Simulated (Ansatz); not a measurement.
# Profile along the N–V line in VN (rock salt)

VN (rock salt)

```xyz
2
Lattice="0.0000 2.0368 2.0368 2.0368 0.0000 2.0368 2.0368 2.0368 0.0000" Properties=species:S:1:pos:R:3 pbc="T T T"
N      0.0000     0.0000     0.0000
V      2.0368     2.0368     2.0368
```

Fields along a shortest N–V line of a {100} plane (2.04 Å), from N to V, interpolated on the slice's grid (step about 0.1 Å). These are PBEsol (plane waves to 420 eV, PAW, scalar-relativistic; Ansatz, an electronic-structure program) values and carry that method's errors. k mesh 20×20×20. Near the nuclei the fields are pseudised (PAW); where an atom keeps semicore shells as valence, they peak there. The PAW data are Ansatz's earlier set. VN is run without spin polarisation. VN was relaxed with its symmetry unable to fall.

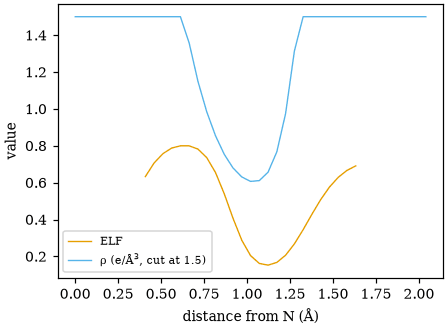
ELF (away from the nuclei) and valence density from N to V.

Density on the N–V line (2.04 Å) at its midpoint: 0.61 e/Å³. ELF at that point: 0.20.
